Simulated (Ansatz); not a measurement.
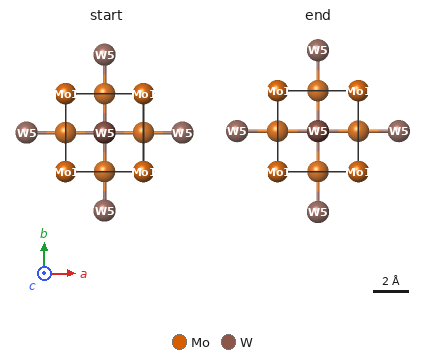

The structure of crystalline Mo₄W (a generated structure, set up in Pm-3m) (coarse preliminary run) before (left) and after (right) a relaxation, at one scale.

Style: ball-and-stick. Shown: the cell of the calculation, along the c axis.

These are results of Ansatz, DFT PBE, scalar-relativistic, plane waves, PAW, not measurements.

The input:
```yaml
crystal:
  lattice:
    - [4.49310332, 0.0, 0.0]
    - [0.0, 4.49310332, 0.0]
    - [0.0, 0.0, 4.49310332]
  atoms:
    - { symbol: Mo, position: [0.0, 0.0, 0.0] }
    - { symbol: Mo, position: [0.5, 0.5, 0.0] }
    - { symbol: Mo, position: [0.5, 0.0, 0.5] }
    - { symbol: Mo, position: [0.0, 0.5, 0.5] }
    - { symbol: W, position: [0.5, 0.5, 0.5] }
basis:
  ecutwfc: 420
kpoints:
  mp_grid: { grid: [4, 4, 4] }
hamiltonian:
  xc: pbe
scf:
  occupations: { method: gaussian, width: 0.1 }
  lower_state_search: "off"
output:
  forces: true
  stress: true
  eigenvalues: true
relax:
  adjacent_minimum: "off"
  f_tol: 0.04
  max_steps: 70
  cell: { stress_tol: 0.4 }
```

Command:
```bash
ansatz run input.yaml --threads 1 --pin off --max-ram 2048MiB --backend cpu --events-out ev --progress --plain --runs-dir out
```

Summarise the run.

Answer. The energy falls by 0.592 eV per cell of the calculation in 3 accepted moves (4 points after the start). All forces vanish by symmetry, so only the cell relaxes. Pressure: 19.59 GPa at the start and 0.03 GPa at the end. At 1 point the geometry stayed and the basis and grid were re-selected for the new cell (energy shift of 2.8 meV per cell of the calculation at most each time). The atoms keep their places relative to the cell (all moves are under 0.005 Å). The drawn cell changes as follows: a = b = c 4.493 → 4.663 Å (+3.8 %); the volume changes by +11.7 %. Among the contacts that change: Mo2–W5 2.247 → 2.331 Å. The space group stays Pm-3m (No. 221). Cost: 11 s on 1 thread of Arm Neoverse V1, with other jobs on the host, peak memory 0.37 GiB.
